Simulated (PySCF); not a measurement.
Input file:

```
{"job": {"kind": "nmr", "xc": "PBE0", "basis": "pcSseg-1"}, "charge": 0, "multiplicity": 1}
P      1.855087     0.832489    -1.946271
Si     2.300492    -0.020353     0.085099
C      1.051137     0.660018     1.372946
Si     0.093775    -1.000953     1.347066
O     -1.243003    -1.030565     0.432065
C     -2.225048    -0.076729     0.237264
C     -1.963577     1.053567    -0.709420
C     -2.911265    -0.048233    -1.090540
C      1.504051    -1.751003     0.300940
H      3.061968     0.448273    -2.502794
H      2.338218     2.094225    -1.637231
H      3.715100     0.073331     0.485814
H      0.485001     1.536627     1.068209
H      1.507789     0.891526     2.329809
H     -0.193896    -1.565794     2.665211
H     -2.804919     0.123358     1.133046
H     -2.363818     2.027938    -0.474845
H     -1.000932     1.069851    -1.199705
H     -2.575259    -0.758576    -1.828715
H     -3.970004     0.157326    -1.120043
H      1.201228    -2.256654    -0.610819
H      2.127464    -2.440282     0.860495
```

Launched as:

```sh
OMP_NUM_THREADS=1 python probes_run.py task.json out
```

Geometry: GFN2-xTB.

Level of theory: PySCF, PBE0/pcSseg-1, SCF density, gas phase, non-relativistic.

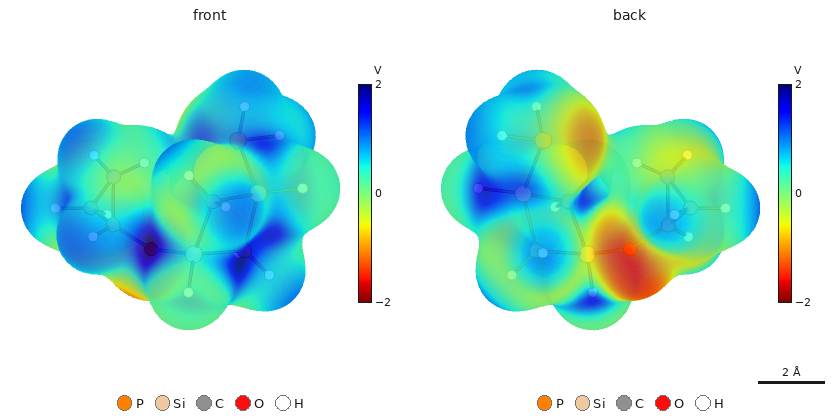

C5H13OPSi2. The electrostatic potential painted on the density surface at 0.004 e/bohr³, seen from the front and from behind; red is negative and blue positive.

> Describe the electrostatic potential map.

The most negative region (about −1.5 V) lies over O5, the most positive (about +1.8 V) over Si4. O5 is the likeliest acceptor of a hydrogen bond.

> How polar is the molecule by this calculation?

Its dipole moment is 1.25 D.
